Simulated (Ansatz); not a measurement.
**How fast states decay through LiHIF**

Wanted: the relaxed cell of LiHIF, its band edges and its decay constants. It is built by putting I for part of the F in the LiHF2 structure of space group R-3m, with the volume rescaled by atomic radii. The parent structure comes from the Materials Project.

Method: LDA DFT, plane waves, PAW files, in the first sound run; inputs show where later runs differ, in Ansatz 0.2.0.

The structure was built from a prototype and need not be the compound's stable phase.

### Step 1. The starting structure

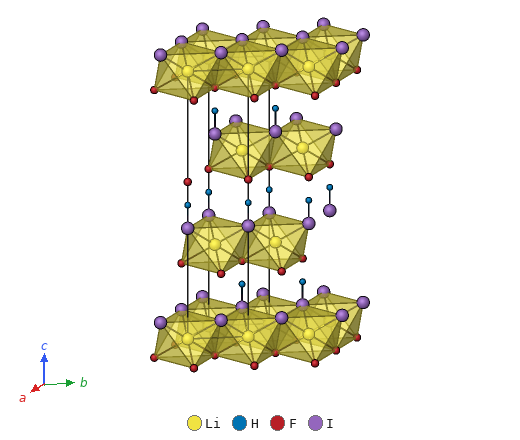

Start, viewed slightly off an axis; lithium yellow, hydrogen blue, fluorine red, iodine purple. 1×2×1 cells are drawn. This picture shows the conventional cell, with its axes. Bonds to atoms that aren't drawn are left out. Some periodic images of atoms are drawn too.

### Step 2. Cell and atoms at rest

The substituted atoms don't fit the parent's cell, so cell and atoms relax together. A small smearing keeps the run stable in case the gap closes on the way.

input.yaml

```yaml
crystal:
  lattice:
    - [1.7192893327, 0.9926321591, 5.1177132499]
    - [-1.7192893327, 0.9926321591, 5.1177132499]
    - [0.0, -1.9852643181, 5.1177132499]
  atoms:
    - { symbol: Li, position: [0.0, 0.0, 0.0] }
    - { symbol: H, position: [0.5, 0.5, 0.5] }
    - { symbol: F, position: [0.41330188, 0.41330188, 0.41330188] }
    - { symbol: I, position: [0.58669812, 0.58669812, 0.58669812] }
kpoints:
  mp_grid: { grid: [8, 8, 8] }
scf:
  occupations: { method: gaussian, width: 0.03 }
hamiltonian:
  xc: lda
output:
  forces: true
  stress: true
relax:
  f_tol: 0.02
  max_steps: 60
  cell: {}
```

On the command line:

```sh
> ansatz run input.yaml --threads 2 --pin off --max-ram 4096MiB --backend cpu --events-out ev --progress --plain --runs-dir out
```

Numbers of over 12 decimals in the logs are rounded to 6 here.

What it wrote:

```text
basis.fft_grid_basis auto: the FFT boxes are laid along the combinations [[1, 0, -1], [0, 1, -1], [0, 0, 1]] of the cell's own vectors, 3.439, 3.439 and 5.489 Å long. The dense box has 24×24×40 points. Along the cell's own vectors, as sized, it would have 40×40×40, 2.78 times as many. Of the 6 symmetry operations that the crystal satisfies within crystal.symmetry.tolerance (time reversal apart; of a slab, those that  [...]
Engine: ansatz 0.2.0, aarch64-unknown-linux-gnu
Pseudopotentials: kind: paw
Pseudopotential: Li, paw, valence charge 3, recommended cutoff 420 eV (normal), Li.paw.azcp
Pseudopotential: H, paw, valence charge 1, recommended cutoff 420 eV (normal), H.paw.azcp
Pseudopotential: F, paw, valence charge 7, recommended cutoff 420 eV (normal), F.paw.azcp
Pseudopotential: I, paw, valence charge 17, recommended cutoff 420 eV (normal), I.paw.azcp
Functional definition: SPW92
  exchange = slater_x
  correlation = pw_c
Crystal: 4 atoms, lattice volume = 52.404 Å³
Basis set: ecut = 420 eV, 1025 PW (Γ), FFT grids on a1−a3, a2−a3, a3
Bands: 18, of which v1, the nominal top of the filled ones, is band 14 counted from 1 (13 counted from 0)
Symmetry: 6 space group operations
Space group: R3m (ITA 160), of the structure as read, at distance tolerance 3.7e-5 Å
k-points: 65 of 512 (time reversal used)
Non-local potential: Li, projectors of the file, l = 0: 3, l = 1: 2, l = 2: 1
Non-local potential: H, projectors of the file, l = 0: 2, l = 1: 1
Non-local potential: F, projectors of the file, l = 0: 2, l = 1: 2, l = 2: 1
Non-local potential: I, projectors of the file, l = 0: 2, l = 1: 2, l = 2: 2, l = 3: 2
PAW form: soft (Blöchl's): semilocal exchange-correlation on the pseudo side does not see the compensation charge
PAW frozen core: F, regenerated for the run's functional, and the local potential with it (the file was generated under x = pbe(κ = 0.804, μ = 0.219515), c = pbe(β = 0.066725))
PAW frozen core: I, regenerated for the run's functional, and the local potential with it (the file was generated under x = pbe(κ = 0.804, μ = 0.219515), c = pbe(β = 0.066725))
PAW one-centre angular grid: Li, 110 points (default); XC on 64 Gauss nodes
PAW one-centre angular grid: H, 110 points (default); XC on 64 Gauss nodes
PAW one-centre angular grid: F, 110 points (default); XC on 64 Gauss nodes
PAW one-centre angular grid: I, 590 points (default); XC on 64 Gauss nodes
Initial density: superposition of atomic densities (neutral atoms: chi_scale 0, normalization atom), corrected by the library's trained network
Initial wavefunctions: pseudopotential atomic-orbital guess
Functional: x = slater, c = lda
SCF iter   1: F=—  HF=-8365.687900 eV  |F-HF|=—  |Δ(HF+E_count)|=         —  Δρ=1.59e-2  dr2=8.69e-2  ethr=1.77e-3  ⟨swp⟩=6.7  Hψ=6817  notcnv=0
preconditioner: auto → none  [insulator: Δε(μ)=3.301 eV  Ē_g=12.225 eV  σ=0.030 eV  W_gap=1.00  n_scr=16 (ndim 8)  ℏωp=19.2 eV  f_vac=0.109  D(μ)=0.00/eV (n_scr^D=0)  ε∞_Penn≈3.5]
SCF iter   2: F=—  HF=-8365.671330 eV  |F-HF|=—  |Δ(HF+E_count)|=   1.66e-2  Δρ=1.06e-2  dr2=3.50e-2  ethr=3.10e-4  ⟨swp⟩=2.8  Hψ=2549  notcnv=0
SCF iter   3: F=—  HF=-8365.661294 eV  |F-HF|=—  |Δ(HF+E_count)|=   1.00e-2  Δρ=2.70e-3  dr2=1.43e-3  ethr=1.25e-4  ⟨swp⟩=2.1  Hψ=1957  notcnv=0
SCF iter   4: F=—  HF=-8365.660880 eV  |F-HF|=—  |Δ(HF+E_count)|=   4.14e-4  Δρ=5.10e-4  dr2=1.11e-4  ethr=5.10e-6  ⟨swp⟩=2.1  Hψ=2253  notcnv=0
SCF iter   5: F=—  HF=-8365.660863 eV  |F-HF|=—  |Δ(HF+E_count)|=   1.64e-5  Δρ=1.91e-4  dr2=7.95e-6  ethr=3.96e-7  ⟨swp⟩=2.0  Hψ=2080  notcnv=0
SCF iter   6: F=—  HF=-8365.660863 eV  |F-HF|=—  |Δ(HF+E_count)|=   5.39e-7  Δρ=3.06e-5  dr2=4.30e-7  ethr=2.84e-8  ⟨swp⟩=2.8  Hψ=1996  notcnv=0
SCF iter   7: F=-8365.660863 eV  HF=-8365.660863 eV  |F-HF|=1.02e-8  |Δ(HF+E_count)|=   5.44e-8  Δρ=7.47e-6  dr2=2.50e-8  ethr=3.57e-10  ⟨swp⟩=5.0  Hψ=4205  notcnv=0
SCF 1 converged in 7 iterations: F = -8365.660863 eV  dr2 = 2.50e-8
  greatest PAW one-centre occupation: 1.000 electrons in one spin orbital (limit 2), on the I atom at site 3 (counted from 0), in its partial waves of l = 2
relax step   1: F+E_penalty+E_count = -8365.66086275 eV  Δ(F+E_penalty+E_count) = +0.000e0 eV  max|allowed force component| = 1.251e1 eV/Å  Δτ_max = 0.0000 Å  P = +34.387 GPa  Ω = 52.404 Å³  (7 SCF iters, dr2 threshold 1.00e-7 eV, accepted)
Crystal: 4 atoms, lattice volume = 59.464 Å³
Basis set: ecut = 420 eV, 1163 PW (Γ), FFT grids on a1−a3, a2−a3, a3
Initial density: handed on by an earlier stage of this run
Initial wavefunctions: those handed on with the density
iter 1 solved again at ethr=1.24e-3 eV; its pass at ethr=3.10e-3 eV (dr2=3.46e-1 eV) is discarded
SCF iter   1: F=—  HF=-8368.505348 eV  |F-HF|=—  |Δ(HF+E_count)|=         —  Δρ=2.86e-2  dr2=3.44e-1  ethr=1.24e-3  ⟨swp⟩=1.0  Hψ=8860  notcnv=0
preconditioner: auto → none  [insulator: Δε(μ)=2.249 eV  Ē_g=11.633 eV  σ=0.030 eV  W_gap=1.00  n_scr=16 (ndim 8)  ℏωp=18.0 eV  f_vac=0.155  D(μ)=0.00/eV (n_scr^D=0)  ε∞_Penn≈3.4]
SCF iter   2: F=—  HF=-8368.392425 eV  |F-HF|=—  |Δ(HF+E_count)|=   1.13e-1  Δρ=1.29e-2  dr2=4.21e-2  ethr=1.23e-3  ⟨swp⟩=3.2  Hψ=2259  notcnv=0
SCF iter   3: F=—  HF=-8368.388740 eV  |F-HF|=—  |Δ(HF+E_count)|=   3.69e-3  Δρ=7.34e-3  dr2=2.10e-2  ethr=1.51e-4  ⟨swp⟩=2.7  Hψ=2514  notcnv=0
SCF iter   4: F=—  HF=-8368.383721 eV  |F-HF|=—  |Δ(HF+E_count)|=   5.02e-3  Δρ=2.08e-3  dr2=8.06e-4  ethr=7.49e-5  ⟨swp⟩=2.3  Hψ=1979  notcnv=0
SCF iter   5: F=—  HF=-8368.383752 eV  |F-HF|=—  |Δ(HF+E_count)|=   3.11e-5  Δρ=5.03e-4  dr2=3.80e-5  ethr=2.88e-6  ⟨swp⟩=2.1  Hψ=1754  notcnv=0
SCF iter   6: F=—  HF=-8368.383768 eV  |F-HF|=—  |Δ(HF+E_count)|=   1.57e-5  Δρ=6.29e-5  dr2=4.37e-6  ethr=1.36e-7  ⟨swp⟩=2.0  Hψ=1650  notcnv=0
SCF iter   7: F=-8368.383767 eV  HF=-8368.383767 eV  |F-HF|=2.45e-8  |Δ(HF+E_count)|=   1.02e-6  Δρ=2.20e-5  dr2=1.37e-7  ethr=1.43e-9  ⟨swp⟩=3.1  Hψ=4967  notcnv=0
SCF 2 converged in 7 iterations: F = -8368.383767 eV  dr2 = 1.37e-7
  greatest PAW one-centre occupation: 1.000 electrons in one spin orbital (limit 2), on the Li atom at site 0 (counted from 0), in its partial waves of l = 0
relax step   2: F+E_penalty+E_count = -8368.38376655 eV  Δ(F+E_penalty+E_count) = -2.723e0 eV  max|allowed force component| = 2.984e0 eV/Å  Δτ_max = 0.1889 Å  P = +9.000 GPa  Ω = 59.464 Å³  energy of the carried Pulay correction = -1.592e-2 eV  (7 SCF iters, dr2 threshold 4.00e-7 eV, accepted)
Crystal: 4 atoms, lattice volume = 65.579 Å³
Basis set: ecut = 420 eV, 1285 PW (Γ), FFT grids on a1−a3, a2−a3, a3
[...]
relax step  10: F+E_penalty+E_count = -8369.33458658 eV  Δ(F+E_penalty+E_count) = -1.476e-1 eV  max|allowed force component| = 2.197e-2 eV/Å  Δτ_max = 0.0000 Å  P = +2.697 GPa  Ω = 68.792 Å³  stress off target by 2.99e0 GPa  SCF on the basis re-selected at this cell (its energy is not comparable with the rows above)  (8 SCF iters)
relax step  11: F+E_penalty+E_count = -8369.35031376 eV  Δ(F+E_penalty+E_count) = -1.573e-2 eV  max|allowed force component| = 1.361e-1 eV/Å  Δτ_max = 0.0246 Å  P = +1.234 GPa  Ω = 71.321 Å³  energy of the carried Pulay correction = -5.270e-3 eV  (6 SCF iters, dr2 threshold 4.00e-7 eV, accepted)
relax step  12: F+E_penalty+E_count = -8369.37652218 eV  Δ(F+E_penalty+E_count) = -2.621e-2 eV  max|allowed force component| = 1.205e-1 eV/Å  Δτ_max = 0.0378 Å  P = +0.771 GPa  Ω = 73.715 Å³  energy of the carried Pulay correction = -1.227e-2 eV  (6 SCF iters, dr2 threshold 4.00e-7 eV, accepted)
relax step  13: F+E_penalty+E_count = -8369.38447171 eV  Δ(F+E_penalty+E_count) = -7.950e-3 eV  max|allowed force component| = 1.016e-1 eV/Å  Δτ_max = 0.0618 Å  P = +0.149 GPa  Ω = 78.047 Å³  energy of the carried Pulay correction = -2.918e-2 eV  (7 SCF iters, dr2 threshold 4.00e-7 eV, accepted)
relax step  14: F+E_penalty+E_count = -8369.38286236 eV  Δ(F+E_penalty+E_count) = +1.609e-3 eV  max|allowed force component| = 2.109e-2 eV/Å  Δτ_max = 0.0087 Å  P = -0.046 GPa  Ω = 78.527 Å³  energy of the carried Pulay correction = -3.129e-2 eV  (5 SCF iters, dr2 threshold 4.00e-7 eV, accepted)
relax step  15: F+E_penalty+E_count = -8369.38349387 eV  Δ(F+E_penalty+E_count) = -6.315e-4 eV  max|allowed force component| = 7.095e-3 eV/Å  Δτ_max = 0.0026 Å  P = +0.017 GPa  Ω = 78.372 Å³  energy of the carried Pulay correction = -3.066e-2 eV  (5 SCF iters, dr2 threshold 2.78e-8 eV, accepted)
relax step  16: F+E_penalty+E_count = -8369.38328533 eV  Δ(F+E_penalty+E_count) = +2.085e-4 eV  max|allowed force component| = 7.188e-4 eV/Å  Δτ_max = 0.0014 Å  P = -0.002 GPa  Ω = 78.430 Å³  energy of the carried Pulay correction = -3.089e-2 eV  (5 SCF iters, dr2 threshold 1.07e-8 eV, accepted)
relax step  17: F+E_penalty+E_count = -8369.42082329 eV  Δ(F+E_penalty+E_count) = -3.754e-2 eV  max|allowed force component| = 1.029e-2 eV/Å  Δτ_max = 0.0000 Å  P = +0.250 GPa  Ω = 78.430 Å³  stress off target by 3.82e-1 GPa  SCF on the basis re-selected at this cell (its energy is not comparable with the rows above)  (8 SCF iters)
relax step  18: F+E_penalty+E_count = -8369.42077130 eV  Δ(F+E_penalty+E_count) = +5.199e-5 eV  max|allowed force component| = 1.111e-2 eV/Å  Δτ_max = 0.0079 Å  P = +0.086 GPa  Ω = 79.434 Å³  energy of the carried Pulay correction = -1.977e-3 eV  (6 SCF iters, dr2 threshold 3.64e-7 eV, accepted)
relax step  19: F+E_penalty+E_count = -8369.41949072 eV  Δ(F+E_penalty+E_count) = +1.281e-3 eV  max|allowed force component| = 1.294e-2 eV/Å  Δτ_max = 0.0163 Å  P = +0.019 GPa  Ω = 80.261 Å³  energy of the carried Pulay correction = -3.679e-3 eV  (6 SCF iters, dr2 threshold 3.94e-8 eV, accepted)
relax step  20: F+E_penalty+E_count = -8369.41939509 eV  Δ(F+E_penalty+E_count) = +9.564e-5 eV  max|allowed force component| = 4.851e-2 eV/Å  Δτ_max = 0.0052 Å  P = -0.043 GPa  Ω = 80.270 Å³  energy of the carried Pulay correction = -3.721e-3 eV  (6 SCF iters, dr2 threshold 6.35e-9 eV, rejected (line search))
relax step  21: F+E_penalty+E_count = -8369.41950337 eV  Δ(F+E_penalty+E_count) = -1.265e-5 eV  max|allowed force component| = 4.178e-4 eV/Å  Δτ_max = 0.0023 Å  P = -0.000 GPa  Ω = 80.265 Å³  energy of the carried Pulay correction = -3.691e-3 eV  (8 SCF iters, accepted)
iter 1 solved again at ethr=3.68e-7 eV; its pass at ethr=3.10e-3 eV (dr2=1.03e-4 eV) is discarded
SCF iter   1: F=—  HF=-8369.423191 eV  |F-HF|=—  |Δ(HF+E_count)|=         —  Δρ=4.31e-4  dr2=7.01e-6  ethr=3.68e-7  ⟨swp⟩=4.4  Hψ=10070  notcnv=0
preconditioner: auto → none  [insulator: Δε(μ)=2.836 eV  Ē_g=11.321 eV  σ=0.030 eV  W_gap=1.00  n_scr=16 (ndim 8)  ℏωp=15.5 eV  f_vac=0.193  D(μ)=0.00/eV (n_scr^D=0)  ε∞_Penn≈2.9]
SCF iter   2: F=—  HF=-8369.423382 eV  |F-HF|=—  |Δ(HF+E_count)|=   1.92e-4  Δρ=2.10e-4  dr2=2.29e-6  ethr=2.50e-8  ⟨swp⟩=2.0  Hψ=1596  notcnv=0
SCF iter   3: F=—  HF=-8369.423434 eV  |F-HF|=—  |Δ(HF+E_count)|=   5.15e-5  Δρ=9.54e-5  dr2=5.58e-7  ethr=8.17e-9  ⟨swp⟩=2.0  Hψ=1614  notcnv=0
SCF iter   4: F=—  HF=-8369.423446 eV  |F-HF|=—  |Δ(HF+E_count)|=   1.18e-5  Δρ=5.65e-6  dr2=4.08e-9  ethr=1.99e-9  ⟨swp⟩=2.0  Hψ=1614  notcnv=0
SCF iter   5: F=—  HF=-8369.423446 eV  |F-HF|=—  |Δ(HF+E_count)|=   3.62e-8  Δρ=1.77e-6  dr2=6.47e-10  ethr=1.46e-11  ⟨swp⟩=2.1  Hψ=2021  notcnv=0
SCF iter   6: F=-8369.423446 eV  HF=-8369.423446 eV  |F-HF|=1.73e-10  |Δ(HF+E_count)|=   3.44e-9  Δρ=4.15e-7  dr2=2.31e-11  ethr=1.00e-12  ⟨swp⟩=4.0  Hψ=5101  notcnv=0
SCF 22 converged in 6 iterations: F = -8369.423446 eV  dr2 = 2.31e-11
relax step  22: F+E_penalty+E_count = -8369.42344583 eV  Δ(F+E_penalty+E_count) = -3.942e-3 eV  max|allowed force component| = 1.593e-3 eV/Å  Δτ_max = 0.0000 Å  P = +0.017 GPa  Ω = 80.265 Å³  stress off target by 3.89e-2 GPa  SCF on the basis re-selected at this cell (its energy is not comparable with the rows above)  (6 SCF iters)
basis re-selected at this cell: Δ(F+E_penalty+E_count) = -3.942e-3 eV, ΔP = +0.018 GPa vs the last step (what re-selecting the basis moved, of the pressure what is left beyond the Pulay correction that the steps carried, after the strain that the cell walked since its last selection, with what the two solves' SCF thresholds leave and, on support functions, any second-order correction that the steps lacked; it is no measure of the basis error at this ecutwfc). The dense FFT grid was sized anew with the basis: this SCF ran on 30×30×45 points, the steps before it on 27×27×45, so part of this shift can come from that change (see relax.cell in the input reference). [rest of the remark cut]
SCF converged after 6 iterations
Free energy (F): -8369.423446 eV
Harris-Foulkes:  -8369.423446 eV  (|F-HF|=1.73e-10)
Internal energy: -8369.423446 eV  (E = F + TS)
E sigma→0 (E₀):  -8369.423446 eV
Fermi energy:    3.768406 eV
--- Per-component energies (eV) ---
  E_band       = -576.739714
  E_kinetic    = 429.379620
  E_local      = -3113.072345  (includes V_loc(G=0)·N_el)
  E_nonlocal   = -40.725465
  E_hartree    = 1451.142588
  E_xc         = -224.061541
  E_vxc        = -254.133009  (∫ρ·V_xc dr)
  E_paw        = -4867.428893  (= ΣΔE_a)
  E_vpaw       = -500.474965  (= ΣTr[D̂ρ^β])
  E_aug_tail   = 0.001161  (compensation charges beyond the density's cutoff)
  E_ewald      = -2005.553038
  E_core_change = 0.894467  (= ΣΔE_core)
  E_smearing   = -0.000000  (= −TS)
  E_closure    = 0.000000  (closes the sum)
  Σ components = -8369.423446   (vs F -8369.423446, Δ=0.00e0)
--- Forces (eV/Å), atoms counted from 1 ---
  atom   1  Li     0.00000000    -0.00000000    -0.00002998
  atom   2  H      0.00000000    -0.00000000    -0.00159216
  atom   3  F      0.00000000     0.00000000     0.00097121
  atom   4  I     -0.00000000     0.00000000     0.00065359
  max |Σ_I F_I| component: 2.65e-6 eV/Å
--- Stress (GPa, compression-positive) ---
        0.038941       0.000000      -0.000000
        0.000000       0.038941      -0.000000
       -0.000000      -0.000000      -0.025554
  P = ⅓ Tr σ = 0.0174 GPa (0.174 kbar)
--- Relaxed structure (19 steps of the walk, 18 accepted, 3 SCFs on fresh bases) ---
  F+E_penalty+E_count = -8369.42344583 eV   max|allowed force component| = 1.593e-3 eV/Å   (the final SCF, on the basis selected at the relaxed cell)
  cell:  # Å, volume = 80.2646 Å³
    - [2.033345, 1.173952, 5.604173]
    - [-2.033345, 1.173952, 5.604173]
    - [0, -2.347904, 5.604173]
  atoms:
    - { symbol: Li, position: [0.013104, 0.013104, 0.013104] }
    - { symbol: H, position: [0.473150, 0.473150, 0.473150] }
    - { symbol: F, position: [0.413722, 0.413722, 0.413722] }
    - { symbol: I, position: [0.600024, 0.600024, 0.600024] }
```

The job ended after 71 s (2 threads of Arm Neoverse V2, shared host; peak memory 0.43 GiB; 2.3 min of CPU time).

Relaxation path:

```
step  energy less that of the first step (eV)  largest force component (eV/Å)  pressure (GPa)  volume (Å³)
   1                                   0.0000                         12.5081           34.39        52.40
   2                                  -2.7229                          2.9836            9.00        59.46
   3                                  -3.1540                          1.9800            0.92        65.58
   4                                  -3.3232                          1.3201            0.30        65.79
   5                                  -3.3730                          1.3618            2.99        65.17
   6                                  -3.4214                          0.6843           -0.14        68.35
   7                                  -3.4975                          0.8335           -1.34        69.22
   8                                  -3.5201                          0.5382            0.61        68.76
   9                                  -3.5261                          0.0099            0.01        68.79
 10*                                  -3.6737                          0.0220            2.70        68.79
  11                                  -3.6895                          0.1361            1.23        71.32
  12                                  -3.7157                          0.1205            0.77        73.72
  13                                  -3.7236                          0.1016            0.15        78.05
  14                                  -3.7220                          0.0211           -0.05        78.53
  15                                  -3.7226                          0.0071            0.02        78.37
  16                                  -3.7224                          0.0007            0.00        78.43
 17*                                  -3.7600                          0.0103            0.25        78.43
  18                                  -3.7599                          0.0111            0.09        79.43
  19                                  -3.7586                          0.0129            0.02        80.26
  20                                  -3.7585                          0.0485           -0.04        80.27
  21                                  -3.7586                          0.0004            0.00        80.26
 22*                                  -3.7626                          0.0016            0.02        80.26
```

Relaxation steps marked * repeat the geometry before them on a plane-wave basis chosen anew for their cell, so energy and pressure can jump there. Relaxation step 20 was tried and not accepted.

The run keeps the 6 symmetry operations that it works with, so distortions that break them were not tested.

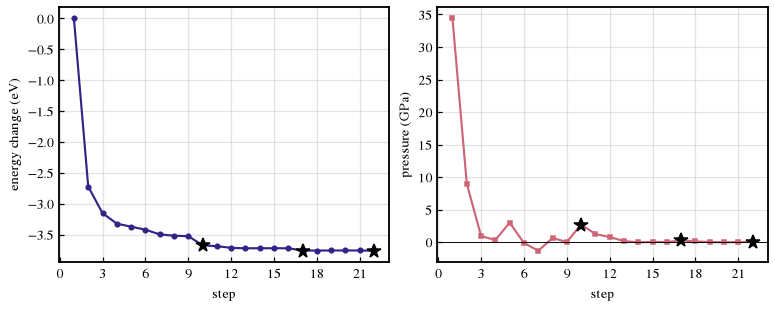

Energy and pressure along the relaxation. Stars mark steps on a basis chosen anew.

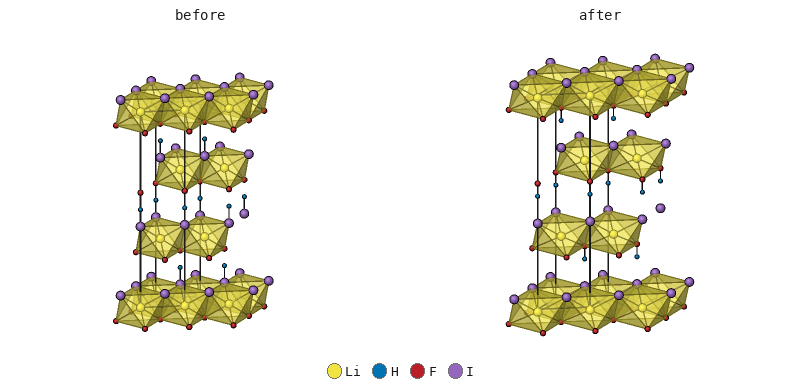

Before and after, at one scale. Bonds to atoms that aren't drawn are left out.

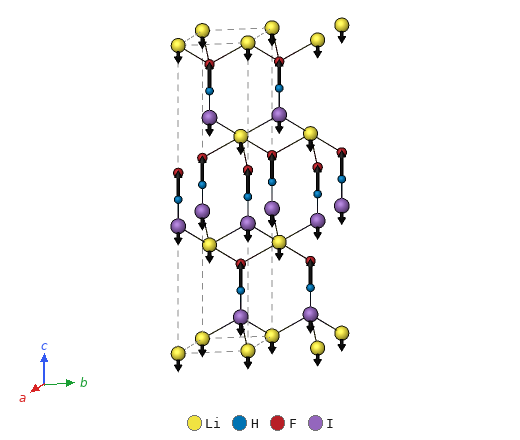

Displacements in the relaxation, exaggerated, measured against the changing cell; the longest in the cell stands for 0.45 Å. Bonds to atoms that aren't drawn are left out. 1×2×1 conventional cells are drawn. Some periodic images of atoms are drawn too.

```
     cell as run  before  after   change
           a (Å)   5.489  6.076  +10.7 %
           b (Å)   5.489  6.076  +10.7 %
           c (Å)   5.489  6.076  +10.7 %
           α (°)   36.51  39.10   +7.1 %
           β (°)   36.51  39.10   +7.1 %
           γ (°)   36.51  39.10   +7.1 %
volume (Å³/atom)   13.10  20.07  +53.2 %
```

The atoms that moved most (Å, as changes of fractional coordinates times the final cell):

```
atom     dx     dy      dz  length
  H2  0.000  0.000  -0.451   0.451
  I4  0.000  0.000   0.224   0.224
 Li1  0.000  0.000   0.220   0.220
  F3  0.000  0.000   0.007   0.007
```

The relaxed structure:

```xyz
4
Lattice="2.0333 1.1740 5.6042 -2.0333 1.1740 5.6042 0.0000 -2.3479 5.6042" Properties=species:S:1:pos:R:3 pbc="T T T"
Li    0.0000    0.0000    0.2203
H     0.0000    0.0000    7.9548
F     0.0000    0.0000    6.9557
I     0.0000    0.0000   10.0879
```

This step gave:

```
free energy  : -8369.4234 eV
Fermi energy : 3.768 eV
pressure     : 0.01744 GPa
```

The largest force component on a free atom ends at 0.0016 eV/Å.

[end of part 1 of 2]

[Logs are printed without paths, hosts, clocks, repeated set-up lines and the standing remarks that a program may print on its own settings, such as how far it seeks lower states.]

[Hosts, paths, dates, database ids (printed as entryN), source tags and the programs' standing remarks are cut or masked in the printed files.]
